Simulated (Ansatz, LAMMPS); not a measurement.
## Which site? a vacancy of Ge in amorphous Ge (61 atoms)

At which site of amorphous Ge (61 atoms) does a vacancy of Ge cost least, and what about the site decides it?

Calculated with Ansatz 0.2.0; Kohn-Sham DFT, PBE, PAW (set soft_1), plane waves.

## (1) Set-up

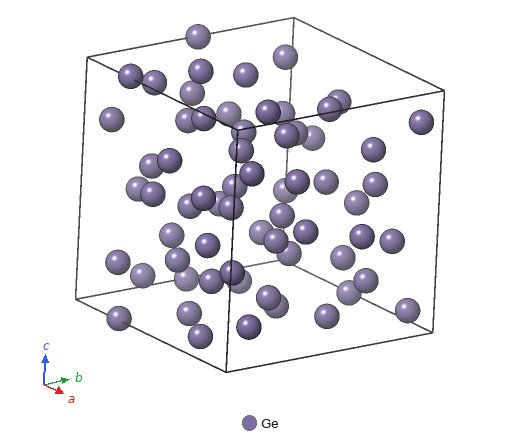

The cell as given, from a free direction (germanium purple). Some periodic images of atoms are drawn too.

The cell holds 61 atoms: 61 Ge. Its edges and angles: a = 11.144 Å, b = 11.144 Å, c = 11.144 Å, α = 90.0°, β = 90.0°, γ = 90.0°. 61 atoms (61 Ge) placed at random at 5.32 g/cm³, melted at 3500 K for 10 ps at fixed volume with the Tersoff potential (Tersoff, Phys. Rev. B 39, 5566 (1989)). Quenched from 3500 K to 300 K at 3 K/ps and fixed volume, annealed at 1000 K for 20 ps, held 5 ps, then minimised at fixed cell.

What the set-up can't give: The quench rate of 3 K/ps is orders of magnitude faster than experiment, which tends to freeze in extra defects. The starting topology of bonds comes from the classical model, and needn't be the one that DFT or experiment would give. Sampling is at Γ alone, for a cell whose shortest periodic width is 11 Å.

## (2) Single point at the start

The forces at the start show how far the geometry lies from a minimum of this functional.

input.yaml reads:

```yaml
crystal:
  lattice:
    - [11.1439, 0.0, 0.0]
    - [0.0, 11.1439, 0.0]
    - [0.0, 0.0, 11.1439]
  atoms:
    - { symbol: Ge, position: [0.79334, 0.30008, 0.96301] }
    - { symbol: Ge, position: [0.71219, 0.06547, 0.62132] }
    - { symbol: Ge, position: [0.67984, 0.45357, 0.37175] }
    - { symbol: Ge, position: [0.34557, 0.491, 0.48974] }
    - { symbol: Ge, position: [0.88759, 0.09123, 0.36212] }
    - { symbol: Ge, position: [0.35929, 0.26759, 0.44904] }
    - { symbol: Ge, position: [0.13204, 0.35534, 0.2461] }
    - { symbol: Ge, position: [0.24026, 0.71167, 0.23198] }
    - { symbol: Ge, position: [0.19493, 0.3601, 0.73824] }
    - { symbol: Ge, position: [0.53519, 0.83615, 0.8398] }
    - { symbol: Ge, position: [0.35152, 0.51469, 0.94838] }
    - { symbol: Ge, position: [0.77007, 0.85737, 0.56646] }
    - { symbol: Ge, position: [0.52584, 0.95451, 0.40081] }
    - { symbol: Ge, position: [0.03628, 0.67817, 0.66546] }
    - { symbol: Ge, position: [0.87636, 0.44954, 0.46904] }
    - { symbol: Ge, position: [0.53969, 0.5756, 0.04174] }
    - { symbol: Ge, position: [0.00581, 0.27655, 0.41206] }
    - { symbol: Ge, position: [0.00457, 0.5334, 0.99831] }
    - { symbol: Ge, position: [0.56811, 0.86842, 0.20124] }
    - { symbol: Ge, position: [0.15791, 0.22249, 0.56172] }
    - { symbol: Ge, position: [0.78909, 0.82014, 0.18093] }
    - { symbol: Ge, position: [0.50584, 0.20343, 0.86601] }
    - { symbol: Ge, position: [0.67057, 0.12788, 0.4036] }
    - { symbol: Ge, position: [0.5432, 0.36579, 0.7183] }
    - { symbol: Ge, position: [0.85267, 0.19057, 0.74445] }
    - { symbol: Ge, position: [0.14211, 0.89357, 0.34573] }
    - { symbol: Ge, position: [0.57625, 0.22636, 0.21115] }
    - { symbol: Ge, position: [0.65303, 0.12721, 0.0227] }
    - { symbol: Ge, position: [0.84233, 0.99026, 0.04571] }
    - { symbol: Ge, position: [0.5752, 0.30508, 0.50219] }
    - { symbol: Ge, position: [0.70989, 0.45984, 0.81455] }
    - { symbol: Ge, position: [0.38975, 0.05994, 0.54179] }
    - { symbol: Ge, position: [0.52027, 0.03558, 0.72369] }
    - { symbol: Ge, position: [0.03284, 0.4967, 0.78027] }
    - { symbol: Ge, position: [0.81227, 0.62044, 0.07334] }
    - { symbol: Ge, position: [0.86854, 0.40212, 0.68134] }
    - { symbol: Ge, position: [0.85622, 0.77559, 0.74933] }
    - { symbol: Ge, position: [0.18413, 0.98076, 0.56085] }
    - { symbol: Ge, position: [0.18656, 0.65495, 0.02446] }
    - { symbol: Ge, position: [0.21087, 0.80886, 0.6987] }
    - { symbol: Ge, position: [0.99407, 0.63677, 0.45464] }
    - { symbol: Ge, position: [0.37162, 0.50269, 0.72022] }
    - { symbol: Ge, position: [0.68321, 0.42804, 0.14281] }
    - { symbol: Ge, position: [0.33389, 0.23757, 0.22421] }
    - { symbol: Ge, position: [0.17339, 0.54897, 0.3575] }
    - { symbol: Ge, position: [0.69499, 0.67378, 0.8846] }
    - { symbol: Ge, position: [0.46036, 0.68529, 0.21605] }
    - { symbol: Ge, position: [0.1632, 0.84525, 0.91101] }
    - { symbol: Ge, position: [0.16448, 0.21095, 0.9098] }
    - { symbol: Ge, position: [0.26901, 0.01469, 0.99959] }
    - { symbol: Ge, position: [0.91006, 0.84802, 0.37538] }
    - { symbol: Ge, position: [0.56302, 0.77279, 0.52784] }
    - { symbol: Ge, position: [0.01321, 0.31227, 0.05049] }
    - { symbol: Ge, position: [0.41271, 0.72486, 0.69246] }
    - { symbol: Ge, position: [0.52014, 0.59815, 0.40443] }
    - { symbol: Ge, position: [0.34798, 0.29682, 0.99792] }
    - { symbol: Ge, position: [0.49042, 0.96499, 0.01694] }
    - { symbol: Ge, position: [0.95968, 0.92548, 0.86899] }
    - { symbol: Ge, position: [0.05318, 0.09492, 0.74296] }
    - { symbol: Ge, position: [0.97722, 0.11799, 0.16091] }
    - { symbol: Ge, position: [0.18753, 0.05722, 0.19986] }
kpoints:
  mp_grid: { grid: [1, 1, 1] }
hamiltonian:
  xc: pbe
  pseudopotentials: { kind: paw, azcp: { folder: soft_1 } }
scf:
  occupations: { method: fermi_dirac, width: 0.05 }
output:
  forces: true
```

Started as:

```console
ansatz run input.yaml --threads 4 --pin off --max-ram 8192MiB --backend cpu --events-out ev --progress --plain --runs-dir out
```

Numbers of over 12 decimals in the logs are rounded to 6 here.

The log of the run:

```text
Engine: ansatz 0.2.0, aarch64-unknown-linux-gnu
Pseudopotentials: kind: paw
Pseudopotential: Ge, paw, valence charge 14, recommended cutoff 420 eV (normal), soft_1/Ge.paw.azcp
[... 5 lines on functional and potentials left out ...]
Crystal: 61 atoms, lattice volume = 1383.922 Å³
Basis set: ecut = 420 eV, 27081 PW (Γ), exchange–correlation on 150×150×150 points (8 copies of the dense FFT grid, shifted against one another)
Bands: 488, of which v1, the nominal top of the filled ones, is band 427 counted from 1 (426 counted from 0)
Symmetry: 1 space group operations
Space group: P1 (ITA 1), of the structure as read, at distance tolerance 1.1e-4 Å
k-points: 1
[... 3 lines on functional and potentials left out ...]
Initial density: superposition of atomic densities (chi_scale 0.1, normalization cell)
Initial wavefunctions: pseudopotential atomic-orbital guess
Functional: x = pbe(κ = 0.804, μ = 0.219515), c = pbe(β = 0.066725)
SCF iter   1: F=—  HF=-261979.070220 eV  |F-HF|=—  |Δ(HF+E_count)|=         —  Δρ=3.08e-2  dr2=1.35e1  ethr=3.10e-3  ⟨swp⟩=6.0  Hψ=1758  notcnv=0
preconditioner: auto → LDOS  [insulator: Δε(μ)=0.145 eV  Ē_g=21.299 eV  σ=0.050 eV  W_gap=0.62  n_scr=364 (ndim 8)  ℏωp=29.2 eV  f_vac=0.030  D(μ)=14.13/eV (n_scr^D=56)  ε∞_Penn≈2.9  β→1.0]
SCF iter   2: F=—  HF=-261978.009944 eV  |F-HF|=—  |Δ(HF+E_count)|=    1.06e0  Δρ=7.81e-3  dr2=2.51e0  ethr=1.58e-3  ⟨swp⟩=3.0  Hψ=709  notcnv=0  defer=38
SCF iter   3: F=—  HF=-261977.657187 eV  |F-HF|=—  |Δ(HF+E_count)|=   3.53e-1  Δρ=3.69e-3  dr2=5.37e-1  ethr=2.94e-4  ⟨swp⟩=4.0  Hψ=918  notcnv=0  defer=38
SCF iter   4: F=—  HF=-261977.506553 eV  |F-HF|=—  |Δ(HF+E_count)|=   1.51e-1  Δρ=1.02e-3  dr2=4.35e-2  ethr=6.29e-5  ⟨swp⟩=2.0  Hψ=899  notcnv=0  defer=38
SCF iter   5: F=—  HF=-261977.500484 eV  |F-HF|=—  |Δ(HF+E_count)|=   6.07e-3  Δρ=3.26e-4  dr2=3.23e-3  ethr=5.09e-6  ⟨swp⟩=3.0  Hψ=1068  notcnv=0  defer=38
SCF iter   6: F=—  HF=-261977.500399 eV  |F-HF|=—  |Δ(HF+E_count)|=   8.51e-5  Δρ=1.05e-4  dr2=3.67e-4  ethr=3.78e-7  ⟨swp⟩=2.0  Hψ=873  notcnv=0  defer=38
SCF iter   7: F=—  HF=-261977.500461 eV  |F-HF|=—  |Δ(HF+E_count)|=   6.23e-5  Δρ=3.34e-5  dr2=3.41e-5  ethr=4.30e-8  ⟨swp⟩=2.0  Hψ=871  notcnv=0  defer=38
SCF iter   8: F=—  HF=-261977.499947 eV  |F-HF|=—  |Δ(HF+E_count)|=   5.14e-4  Δρ=1.23e-5  dr2=4.79e-6  ethr=3.99e-9  ⟨swp⟩=2.0  Hψ=878  notcnv=0  defer=38
SCF iter   9: F=—  HF=-261977.499948 eV  |F-HF|=—  |Δ(HF+E_count)|=   1.30e-6  Δρ=4.77e-6  dr2=6.29e-7  ethr=5.61e-10  ⟨swp⟩=2.0  Hψ=875  notcnv=0  defer=38
SCF iter  10: F=-261977.499948 eV  HF=-261977.499948 eV  |F-HF|=2.89e-8  |Δ(HF+E_count)|=   3.01e-7  Δρ=1.70e-6  dr2=7.53e-8  ethr=1.17e-11  ⟨swp⟩=4.0  Hψ=1466  notcnv=0
SCF 1 converged in 10 iterations: F = -261977.499948 eV  dr2 = 7.53e-8
  greatest PAW one-centre occupation: 0.998 electrons in one spin orbital (limit 2), on the Ge atom at site 0 (counted from 0), in its partial waves of l = 2
SCF converged after 10 iterations
Free energy (F): -261977.499948 eV
Harris-Foulkes:  -261977.499948 eV  (|F-HF|=2.89e-8)
Internal energy: -261977.357421 eV  (E = F + TS)
E sigma→0 (E₀):  -261977.428684 eV
Entropy (-TS):   -0.142528 eV (-2.337 meV/atom)
Fermi energy:    8.308863 eV
--- Per-component energies (eV) ---
  E_band       = -9138.532633
  E_kinetic    = 5651.429330
  E_local      = -138671.740218  (includes V_loc(G=0)·N_el)
  E_nonlocal   = 13211.247419
  E_hartree    = 66136.163267
  E_xc         = -4376.626708
  E_vxc        = -3974.771224  (∫ρ·V_xc dr)
  E_paw        = -122727.088031  (= ΣΔE_a)
  E_vpaw       = -17627.037701  (= ΣTr[D̂ρ^β])
  E_aug_tail   = 0.000903  (compensation charges beyond the density's cutoff)
  E_ewald      = -81200.743382
  E_smearing   = -0.142528  (= −TS)
  E_closure    = -0.000000  (closes the sum)
  Σ components = -261977.499948   (vs F -261977.499948, Δ=0.00e0)
--- Forces (eV/Å), atoms counted from 1 ---
  atom   1  Ge     0.17664642     0.12568229    -0.38023373
  atom   2  Ge     0.19078952     0.45498436     0.20377228
  atom   3  Ge    -0.04497616    -0.02652595    -0.20240057
  atom   4  Ge    -0.59177761    -0.12395254     0.19476402
  atom   5  Ge    -0.15934390     0.28048218     0.03800218
  atom   6  Ge     0.27694644     0.05855683    -0.21113180
  atom   7  Ge    -0.04676191     0.35828094     0.09135265
  atom   8  Ge     0.33265448     0.20451264    -0.05468562
  atom   9  Ge     0.77300703    -0.68461216    -0.02050108
  atom  10  Ge    -0.10521466     0.29280720     0.40292418
  atom  11  Ge    -0.15466955     0.33901780    -0.52247371
  atom  12  Ge    -0.04491861    -0.15948102    -0.01313019
  atom  13  Ge     0.26368132     0.11670615    -0.18361912
  atom  14  Ge     0.24130262    -0.02030144    -0.39220672
[...]
atom  60  Ge    -0.08110927     0.12773688    -0.01715789
  atom  61  Ge     0.19133372     0.06858451    -0.04132383
  max |Σ_I F_I| component: 7.66e-5 eV/Å
```

It took 17 s on 4 threads of Arm Neoverse V2, shared host; peak memory 2.1 GiB.

The column dr2 measures how far the density is from self-consistency, as an energy; F and HF (Harris–Foulkes) agree once it is small.

The r.m.s. force at the start is 0.26 eV/Å.

## (3) Relaxation

The atoms are relaxed in the fixed cell, aiming at the force tolerance of the input.

input.yaml reads:

```yaml
crystal:
  lattice:
    - [11.1439, 0.0, 0.0]
    - [0.0, 11.1439, 0.0]
    - [0.0, 0.0, 11.1439]
  atoms:
    [... the 61 atom lines of step 2 ...]
kpoints:
  mp_grid: { grid: [1, 1, 1] }
hamiltonian:
  xc: pbe
  pseudopotentials: { kind: paw, azcp: { folder: soft_1 } }
scf:
  occupations: { method: fermi_dirac, width: 0.05 }
output:
  forces: true
relax:
  f_tol: 0.05
  max_steps: 120
```

The log of the run:

```text
[...]
Crystal: 61 atoms, lattice volume = 1383.922 Å³
Basis set: ecut = 420 eV, 27081 PW (Γ), exchange–correlation on 150×150×150 points (8 copies of the dense FFT grid, shifted against one another)
Bands: 513, of which v1, the nominal top of the filled ones, is band 427 counted from 1 (426 counted from 0)
Symmetry: 1 space group operations
[...]
k-points: 1
[...]
SCF iter   1: F=—  HF=-261979.069159 eV  |F-HF|=—  |Δ(HF+E_count)|=         —  Δρ=3.08e-2  dr2=1.35e1  ethr=3.10e-3  ⟨swp⟩=6.0  Hψ=1834  notcnv=0
[...]
SCF iter   6: F=—  HF=-261977.499866 eV  |F-HF|=—  |Δ(HF+E_count)|=   4.97e-5  Δρ=1.03e-4  dr2=3.52e-4  ethr=3.85e-7  ⟨swp⟩=2.0  Hψ=874  notcnv=0  defer=63
SCF iter   7: F=-261977.499930 eV  HF=-261977.499938 eV  |F-HF|=8.21e-6  |Δ(HF+E_count)|=   7.22e-5  Δρ=3.42e-5  dr2=3.57e-5  ethr=7.32e-9  ⟨swp⟩=2.0  Hψ=1815  notcnv=0
SCF 1 converged in 7 iterations: F = -261977.499930 eV  dr2 = 3.57e-5
[...]
relax step   1: F+E_penalty+E_count = -261977.49992990 eV  Δ(F+E_penalty+E_count) = +0.000e0 eV  max|allowed force component| = 7.733e-1 eV/Å  Δτ_max = 0.0000 Å  (7 SCF iters, dr2 threshold 6.25e-5 eV, accepted)
[...]
relax step   2: F+E_penalty+E_count = -261978.49137844 eV  Δ(F+E_penalty+E_count) = -9.914e-1 eV  max|allowed force component| = 3.197e-1 eV/Å  Δτ_max = 0.1875 Å  (6 SCF iters, dr2 threshold 3.74e-5 eV, accepted)
[...]
relax step   3: F+E_penalty+E_count = -261978.71111434 eV  Δ(F+E_penalty+E_count) = -2.197e-1 eV  max|allowed force component| = 1.779e-1 eV/Å  Δτ_max = 0.1416 Å  (6 SCF iters, dr2 threshold 6.39e-6 eV, accepted)
relax step   4: F+E_penalty+E_count = -261978.79574064 eV  Δ(F+E_penalty+E_count) = -8.463e-2 eV  max|allowed force component| = 1.949e-1 eV/Å  Δτ_max = 0.1150 Å  (6 SCF iters, dr2 threshold 5.41e-6 eV, accepted)
relax step   5: F+E_penalty+E_count = -261978.86480859 eV  Δ(F+E_penalty+E_count) = -6.907e-2 eV  max|allowed force component| = 2.077e-1 eV/Å  Δτ_max = 0.1711 Å  (6 SCF iters, dr2 threshold 1.18e-5 eV, accepted)
relax step   6: F+E_penalty+E_count = -261978.93474121 eV  Δ(F+E_penalty+E_count) = -6.993e-2 eV  max|allowed force component| = 1.739e-1 eV/Å  Δτ_max = 0.1922 Å  (6 SCF iters, dr2 threshold 4.32e-5 eV, accepted)
relax step   7: F+E_penalty+E_count = -261978.99606400 eV  Δ(F+E_penalty+E_count) = -6.132e-2 eV  max|allowed force component| = 1.763e-1 eV/Å  Δτ_max = 0.1957 Å  (6 SCF iters, dr2 threshold 2.12e-5 eV, accepted)
relax step   8: F+E_penalty+E_count = -261979.02044425 eV  Δ(F+E_penalty+E_count) = -2.438e-2 eV  max|allowed force component| = 7.846e-2 eV/Å  Δτ_max = 0.0986 Å  (6 SCF iters, dr2 threshold 2.18e-5 eV, accepted)
relax step   9: F+E_penalty+E_count = -261979.03237081 eV  Δ(F+E_penalty+E_count) = -1.193e-2 eV  max|allowed force component| = 6.697e-2 eV/Å  Δτ_max = 0.0277 Å  (7 SCF iters, accepted)
relax step  10: F+E_penalty+E_count = -261979.03858274 eV  Δ(F+E_penalty+E_count) = -6.212e-3 eV  max|allowed force component| = 5.869e-2 eV/Å  Δτ_max = 0.0331 Å  (7 SCF iters, accepted)
relax step  11: F+E_penalty+E_count = -261979.04187881 eV  Δ(F+E_penalty+E_count) = -3.296e-3 eV  max|allowed force component| = 3.444e-2 eV/Å  Δτ_max = 0.0310 Å  (6 SCF iters, dr2 threshold 2.51e-6 eV, accepted)
[...]
relax step  12: F+E_penalty+E_count = -261979.04187926 eV  Δ(F+E_penalty+E_count) = -4.436e-7 eV  max|allowed force component| = 3.449e-2 eV/Å  Δτ_max = 0.0000 Å  (4 SCF iters, accepted)
SCF converged after 4 iterations
Free energy (F): -261979.041879 eV
[...]
Internal energy: -261979.002320 eV  (E = F + TS)
E sigma→0 (E₀):  -261979.022099 eV
Entropy (-TS):   -0.039560 eV (-0.649 meV/atom)
Fermi energy:    8.321666 eV
[...]
Σ components = -261979.041879   (vs F -261979.041879, Δ=0.00e0)
--- Forces (eV/Å), atoms counted from 1 ---
  atom   1  Ge     0.00315532     0.00007193     0.00677613
  atom   2  Ge     0.01591429    -0.01278012    -0.01062079
  atom   3  Ge     0.00277349     0.00692037    -0.00697328
  atom   4  Ge    -0.00056002    -0.00312117    -0.00303798
[...]
atom  61  Ge     0.01101195     0.00991922     0.00208937
  max |Σ_I F_I| component: 2.67e-5 eV/Å
--- Relaxed structure (12 steps of the walk, 12 accepted, 0 SCFs on fresh bases) ---
  F+E_penalty+E_count = -261979.04187926 eV   max|allowed force component| = 3.449e-2 eV/Å
  atoms:
    - { symbol: Ge, position: [0.795994, 0.327593, 0.969864] }
    - { symbol: Ge, position: [0.698616, 0.076633, 0.624593] }
    - { symbol: Ge, position: [0.679561, 0.467510, 0.368351] }
    - { symbol: Ge, position: [0.333859, 0.490636, 0.493771] }
[...]
- { symbol: Ge, position: [0.177304, 0.053850, 0.199593] }
```

Run time: 2.3 min. Hardware: 4 threads; peak memory 2.1 GiB; 8.9 min of CPU time.

The relaxation converged after 12 steps, 1.54 eV below its start, with a largest force component of 0.034 eV/Å.

## (4) Single point at the relaxed geometry

One more single point at the end of the walk gives the fuller output and checks the residual forces.

input.yaml reads:

```yaml
crystal:
  lattice:
    - [11.1439, 0.0, 0.0]
    - [0.0, 11.1439, 0.0]
    - [0.0, 0.0, 11.1439]
  atoms:
    - { symbol: Ge, position: [0.79599, 0.32759, 0.96986] }
    - { symbol: Ge, position: [0.69862, 0.07663, 0.62459] }
    - { symbol: Ge, position: [0.67956, 0.46751, 0.36835] }
    - { symbol: Ge, position: [0.33386, 0.49064, 0.49377] }
    - { symbol: Ge, position: [0.88358, 0.09416, 0.34691] }
    - { symbol: Ge, position: [0.387, 0.27531, 0.44445] }
    [... 49 atom lines left out ...]
    - { symbol: Ge, position: [0.35842, 0.30051, 0.0058] }
    - { symbol: Ge, position: [0.47935, 0.9685, 0.02924] }
    - { symbol: Ge, position: [0.95949, 0.90984, 0.86356] }
    - { symbol: Ge, position: [0.01018, 0.10475, 0.77752] }
    - { symbol: Ge, position: [0.97054, 0.12171, 0.14684] }
    - { symbol: Ge, position: [0.1773, 0.05385, 0.19959] }
kpoints:
  mp_grid: { grid: [1, 1, 1] }
hamiltonian:
  xc: pbe
  pseudopotentials: { kind: paw, azcp: { folder: soft_1 } }
scf:
  occupations: { method: fermi_dirac, width: 0.05 }
output:
  forces: true
  stress: true
  populations: true
  dos:
    method: { smearing: { sigma: 0.1 } }
    de: 0.1
    projected: { site_lists: { Ge: [Ge] } }
  eigenvalues: true
  write_density: true
  write_potential: true
  volumetric_format: npy
```

The log of the run:

```text
[...]
Crystal: 61 atoms, lattice volume = 1383.922 Å³
Basis set: ecut = 420 eV, 27081 PW (Γ), exchange–correlation on 150×150×150 points (8 copies of the dense FFT grid, shifted against one another)
Bands: 513, of which v1, the nominal top of the filled ones, is band 427 counted from 1 (426 counted from 0)
Symmetry: 1 space group operations
[...]
k-points: 1
[...]
SCF iter   1: F=—  HF=-261980.660777 eV  |F-HF|=—  |Δ(HF+E_count)|=         —  Δρ=3.07e-2  dr2=1.33e1  ethr=3.10e-3  ⟨swp⟩=6.0  Hψ=1828  notcnv=0
[...]
SCF iter  11: F=-261979.041882 eV  HF=-261979.041882 eV  |F-HF|=1.37e-8  |Δ(HF+E_count)|=   9.51e-8  Δρ=1.37e-6  dr2=5.99e-8  ethr=1.17e-11  ⟨swp⟩=13.0  Hψ=3594  notcnv=0
SCF 1 converged in 11 iterations: F = -261979.041882 eV  dr2 = 5.99e-8
[...]
SCF converged after 11 iterations
Free energy (F): -261979.041882 eV
[...]
Internal energy: -261979.002323 eV  (E = F + TS)
E sigma→0 (E₀):  -261979.022102 eV
Entropy (-TS):   -0.039559 eV (-0.649 meV/atom)
Fermi energy:    8.321647 eV
[...]
--- Forces (eV/Å), atoms counted from 1 ---
  atom   1  Ge     0.00304015     0.00015672     0.00692923
  atom   2  Ge     0.01568356    -0.01277153    -0.01035278
  atom   3  Ge     0.00271661     0.00687609    -0.00681909
  atom   4  Ge    -0.00075185    -0.00345287    -0.00297632
  atom   5  Ge    -0.00364683    -0.00149542     0.00172702
  atom   6  Ge    -0.00299181     0.00480834    -0.00096935
  atom   7  Ge     0.00175000     0.00505165    -0.00174198
  atom   8  Ge    -0.00424868    -0.00736135    -0.00588936
  atom   9  Ge    -0.00248254     0.02137444    -0.01623641
  atom  10  Ge     0.00094395     0.00118378    -0.00214898
  atom  11  Ge    -0.00101758     0.00209603     0.00140012
  atom  12  Ge    -0.00243986     0.00617350    -0.00103526
  atom  13  Ge     0.00032083     0.01045638    -0.00358403
  atom  14  Ge     0.00307903    -0.00145477     0.00069967
[...]
atom  60  Ge    -0.00167064    -0.00100710    -0.00497944
  atom  61  Ge     0.01130320     0.01025006     0.00180805
  max |Σ_I F_I| component: 3.52e-5 eV/Å
--- Stress (GPa, compression-positive) ---
        2.912104       1.018604       0.308010
        1.018604       2.885832       0.354305
        0.308010       0.354305       3.470987
  P = ⅓ Tr σ = 3.0896 GPa (30.896 kbar)
--- Band table (eV) ---
[...]
--- Löwdin populations: 61 sites ---
  site symbol       q [e]
     0     Ge     13.9267
     1     Ge     13.9288
     2     Ge     13.9397
[...]
60     Ge     13.9817
  spilling = 0.002155 (of n_electrons = 854.000000)
```

It took 28 s on 4 threads; peak memory 2.1 GiB; 1.8 min of CPU time.

Read from the output:

| Property | Result |
| --- | --- |
| free energy | -261979.0419 eV |
| free energy per atom | -4294.7384 eV/atom |
| SCF cycles | 11 |
| pressure | 3.09 GPa |
| r.m.s. force component | 0.00638 eV/Å |
| longest force | 0.03578 eV/Å |
| Fermi energy | 8.322 eV |
| gap (highest filled to lowest empty level) | 0.3136 eV |
| levels partly filled by over 2 per cent | 2 |
| spilling of the projection | 0.002155 |

(Continued in part 2 of 2.)

[Logs are printed without paths, hosts, clocks, repeated set-up lines and the standing remarks that a program may print on its own settings, such as how far it seeks lower states.]

[Hosts, paths, dates, database ids (printed as entryN), source tags and the programs' standing remarks are cut or masked in the printed files.]
